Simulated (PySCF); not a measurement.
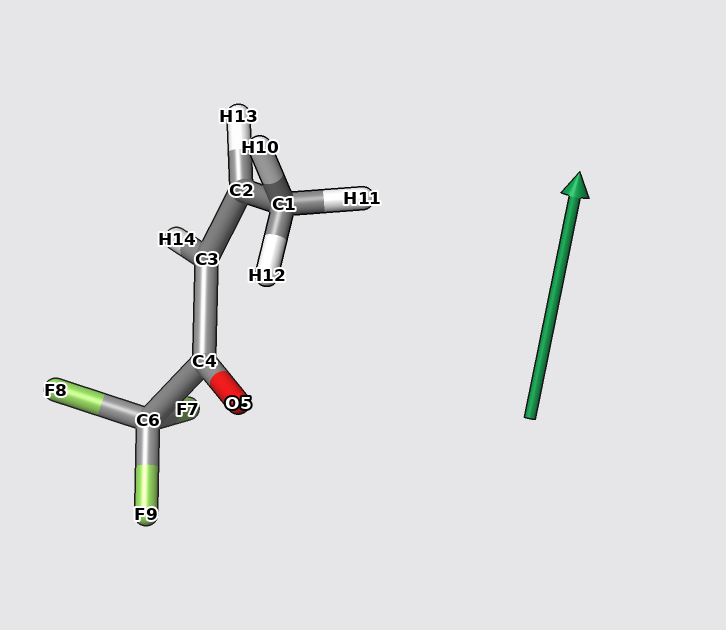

The arrow beside the molecule shows the direction of the dipole moment, from the negative to the positive end (its length means nothing). The geometry was computed by an optimisation with GFN2-xTB. No frequency run is at hand to confirm it as a minimum. Level of theory: CAM-B3LYP/def2-SVPD, gas phase (PySCF 2.14.0).

Question: How large is the dipole moment?

Answer: 3.98 D; it points from the side of F9 to the side of H10, H13 (the outermost atoms at the two ends).
